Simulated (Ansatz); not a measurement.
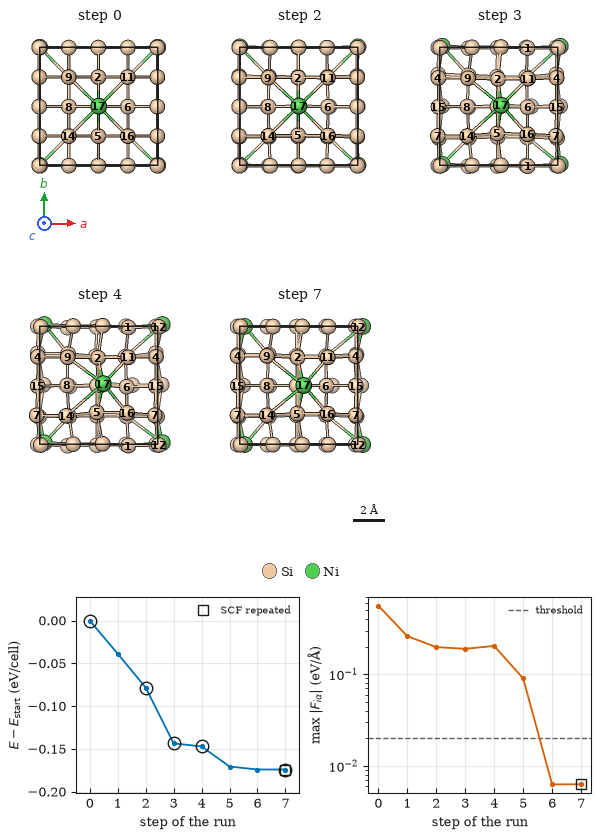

Frames of a relaxation of a defect cell of composition Si16Ni, marked on the history of the run. The picture is a ball-and-stick view of the conventional cell (2 times the calculation's cell) (origin shifted), seen along the c axis. Lengths and directions refer to the drawn axes.

Case: Ni interstitial, charge +0, atoms relaxed.

The calculation used DFT LDA, scalar-relativistic, plane waves, PAW (Ansatz 0.2.0). Set-up: plane-wave cutoff 420 eV; k-point mesh 3 × 3 × 3; occupations gaussian; smearing width 0.02 eV; collinear spin; atoms relaxed in a fixed cell; force threshold 0.02 eV/Å; at most 60 steps.

**Describe the path.**

After 6 accepted moves (7 points after the start) the energy has fallen by 0.174 eV per cell of the calculation. Largest force component: 0.56 eV/Å at the start, 0.0063 eV/Å at the end. 1 step only repeated the SCF at the same geometry. The Ni atom moves most: 0.34 Å along [3 0 1]. By element the largest moves are Ni 0.34 Å, Si 0.34 Å. The cell stays as it was. Among the contacts that change: Ni–Si 2.707 → 3.063 Å, Ni–Si 2.742 → 3.081 Å, Ni–Si 2.702 → 2.409 Å, Ni–Si 2.667 → 2.404 Å. Among the angles between lasting bonds that change: Si–Si–Ni 177.6° → 160.1°, Si–Si–Ni 177.0° → 160.2°, Si–Si–Ni 69.7° → 79.9°. The program noted that the starting moments weren't kept. Cost: 3 min on 4 threads of Arm Neoverse V1 (shared host), peak memory 0.99 GiB. From step 0 to 2: a Si atom moves most (0.12 Å), energy −78.2 meV per cell of the calculation. From step 2 to 3: the Ni atom moves most (0.20 Å), energy −65.2 meV per cell of the calculation. From step 3 to 4: the Ni atom moves most (0.14 Å), energy −3.6 meV per cell of the calculation. From step 4 to 7: the Ni atom moves most (0.15 Å), energy −26.9 meV per cell of the calculation.

| step | E − E(0), meV/atom | largest force component, eV/Å | note |
| --- | --- | --- | --- |
| 0 | 0.00 | 0.5597 |  |
| 1 | -2.28 | 0.2606 |  |
| 2 | -4.60 | 0.1978 |  |
| 3 | -8.44 | 0.1895 |  |
| 4 | -8.65 | 0.2037 |  |
| 5 | -10.03 | 0.0902 |  |
| 6 | -10.23 | 0.0063 |  |
| 7 | -10.23 | 0.0063 | same geometry, SCF repeated |

Limits of the set-up: the periodic images lie only 7.6 Å apart, so the values are limited by the cell's size.
